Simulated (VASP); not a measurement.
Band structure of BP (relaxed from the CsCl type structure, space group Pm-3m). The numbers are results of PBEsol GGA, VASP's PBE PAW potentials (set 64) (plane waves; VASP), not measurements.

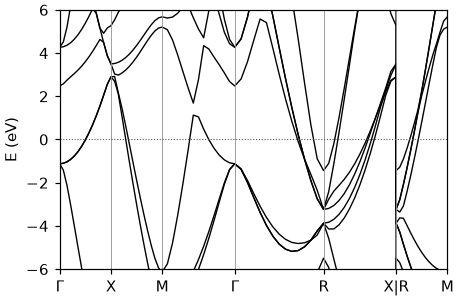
Bands along high-symmetry lines, zero at the valence-band maximum or, without a gap, the Fermi level

### Question
Read the plot: is there a gap, and where are the band edges?

### Answer
It has no gap at this level: it comes out as a metal or semimetal. (Edges off the drawn lines would not show.)

The structure was generated: BP was put into the CsCl type type (Pm-3m), which need not be its known phase. It was relaxed first, which changed the volume by +28 %. VASP warned that the highest band is occupied, so more bands are needed.
